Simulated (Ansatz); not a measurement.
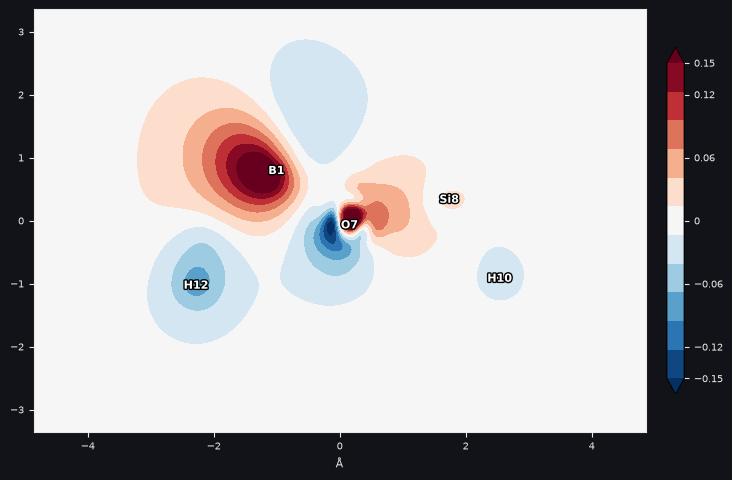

The picture shows: BH₈NOSi. The HOMO on the plane of atoms O7, Si8 and H10 (values in Å⁻³ᐟ²; the overall sign is arbitrary).

Theory: RKS B3LYP/6-31G* in Ansatz.

```tsv
atom	x (Å)	y (Å)	z (Å)
B	-0.1379	0.5558	0.4311
N	0.3102	-0.1352	1.8877
H	-0.5212	-0.3281	2.4494
H	0.8313	-1.0036	1.7614
H	0.9219	0.7546	-0.1334
H	-0.8295	-0.2961	-0.0972
O	-0.8368	1.7470	0.8751
Si	-1.9148	2.6703	0.0547
H	-3.0583	1.8716	-0.4832
H	-2.4626	3.6861	0.9978
H	-1.3026	3.4077	-1.0922
H	0.8894	0.5217	2.4133
```

Question: What is the character of this orbital?

Answer: Its weight (Hirshfeld) is mainly on O7 (about 40 %), B1 (about 20 %), H5 (about 15 %) and H6 (about 15 %). Its energy is −6.40 eV.
